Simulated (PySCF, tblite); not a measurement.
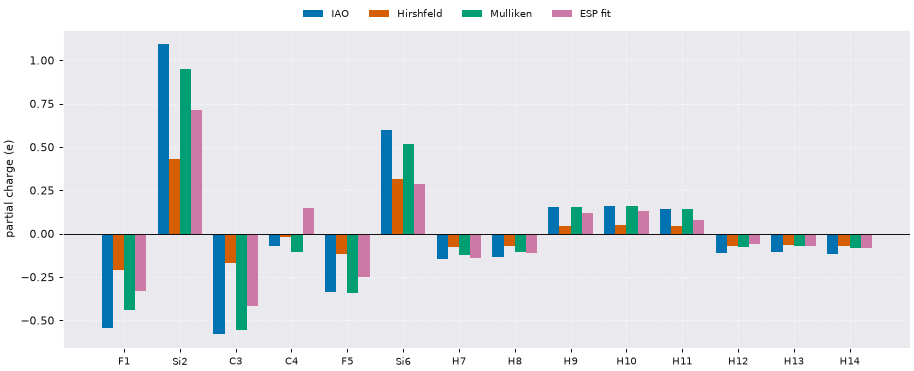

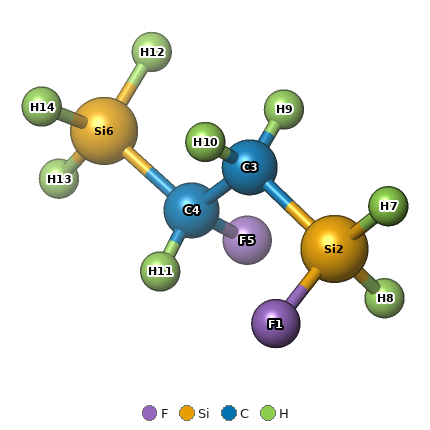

Atomic charges of C₂H₈F₂Si₂, SMILES F[SiH2]C[C@H](F)[SiH3] by 4 schemes, PBE0/pcSseg-1 in PySCF 2.14.0, at a GFN2-xTB geometry (a minimum by its frequencies).

Question: Which atom is the most negative in each scheme?

Answer: IAO: C3 (−0.58 e); Hirshfeld: F1 (−0.21 e); Mulliken: C3 (−0.56 e); ESP fit: C3 (−0.42 e).

Question: On which atom do the schemes disagree most?

Answer: On Si2: IAO 1.09, Hirshfeld 0.43, Mulliken 0.95, ESP fit 0.71 e.

Note: the tight-binding geometry is rougher than a DFT one and adds to the error; one conformer of a flexible molecule.
